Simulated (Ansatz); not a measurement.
System: Ga4As3N.

Input file:

```
crystal:
  lattice:
    - [1.9146478599, 1.1054224573, 12.4853157908]
    - [-1.9146478599, 1.1054224573, 12.4853157908]
    - [0.0, -2.2108449147, 12.4853157908]
  atoms:
    - { symbol: "N", position: [-0.0010306358, -0.0010306358, -0.0010306358] }
    - { symbol: As, position: [0.7442743366, 0.7442743366, 0.7442743366] }
    - { symbol: As, position: [0.4997772336, 0.4997772336, 0.4997772336] }
    - { symbol: As, position: [0.2554349276, 0.2554349276, 0.2554349276] }
    - { symbol: Ga, position: [0.6790229592, 0.6790229592, 0.6790229592] }
    - { symbol: Ga, position: [0.4347291946, 0.4347291946, 0.4347291946] }
    - { symbol: Ga, position: [0.1906918779, 0.1906918779, 0.1906918779] }
    - { symbol: Ga, position: [0.9471001063, 0.9471001063, 0.9471001063] }
kpoints:
  mp_grid: { grid: [4, 4, 4] }
  band_path:
    path:
      - [0.0, 0.0, 0.0]
      - [-0.5, -0.5, -0.5]
      - [-0.5, -0.1718926286, -0.8281073714]
      - [-0.1718926286, 0.1718926286, -0.5]
      - [0.0, 0.0, -0.5]
      - [0.0, 0.3359463143, -0.3359463143]
      - [-0.3359463143, 0.0, -0.6640536857]
      - [-0.5, 0.0, -0.5]
      - [0.0, 0.0671892629, -0.0671892629]
    npoints: 1
hamiltonian:
  xc: hse06
scf:
  occupations: { method: fermi_dirac, width: 0.02 }
  n_extra_bands: 6
output:
  forces: true
  stress: true
  eigenvalues: true
  write_density: true
  write_potential: true
  elf: true
  volumetric_format: npy
```

Run with:

```sh
ansatz run input.yaml --threads 4 --pin off --max-ram 6451MiB --backend cpu --events-out ev --progress --plain --runs-dir out
```

Below, planes, directions and counts refer to the conventional cell (a = 3.83 Å, b = 3.83 Å, c = 37.46 Å, α = 90.00°, β = 90.00°, γ = 120.00°).

Space group R3m; started from the ordered alloy on zincblende lattice prototype, which need not be the ambient phase.

Computed with Ansatz 0.2.0, DFT, HSE06, plane waves, PAW.

**What will maps of the valence pseudo-density and electron localisation function show?**

Ga–N (1.94 Å): the density is about 0.78 e/Å³ at the midpoint; the ELF peaks at about 0.85 in the valence shell of N, 0.7 Å from its nucleus, and is about 0.50 at the midpoint.
Ga–As (2.42 Å): ρ at the midpoint is about 0.52 e/Å³; the ELF peaks at about 0.80 between the atoms; localised, covalent bonding.

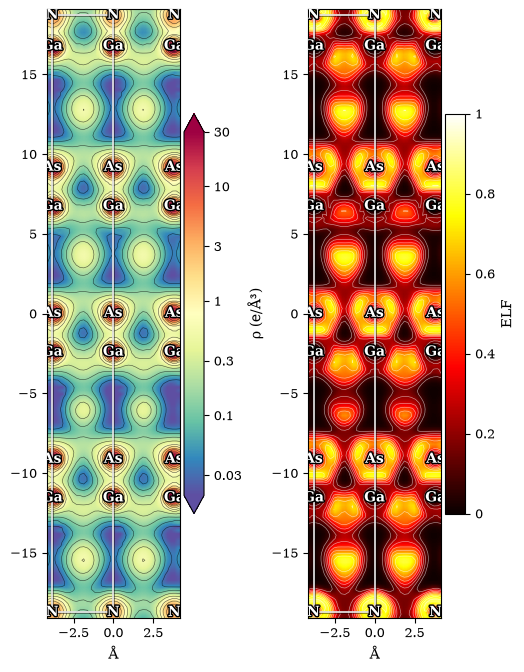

Computed valence pseudo-density and electron localisation function on the (010) plane of the conventional cell, in this order. 

Core electrons are frozen (PAW), and the valence fields are smoothed inside the atomic spheres.
